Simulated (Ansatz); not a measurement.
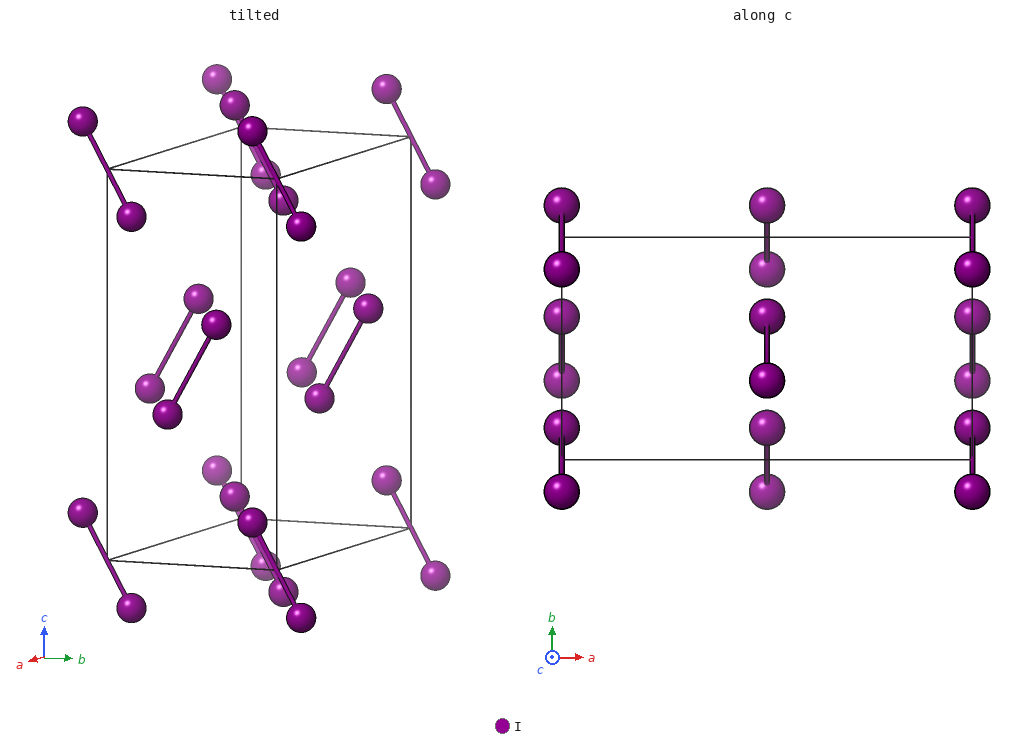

Ball-and-stick drawing of the structure, looking slightly off an axis and along the c axis. The conventional unit cell is drawn as a box. Finite groups of bonded atoms are drawn whole.

Contacts drawn as bonds: I–I up to 3.22 Å (cut-off distances).

Q: How many atoms does the box hold, once sharing is allowed for?

A: 8 (iodine), counting shared atoms by their share.

Q: What are the crystal system and the lattice centring?

A: Base-centred orthorhombic.

Q: Which of the 230 space groups is it?

A: Cmce (No. 64), with I on 8f.

Q: Give the coordination environment of I.

A: Each I has one I.

Q: How far does the bonding extend?

A: The bonds build separate I2 groups.

Provenance: a structure type known for this element. It was relaxed at fixed volume with Ansatz 0.2.0, DFT HSE06, scalar-relativistic, plane waves, PAW.
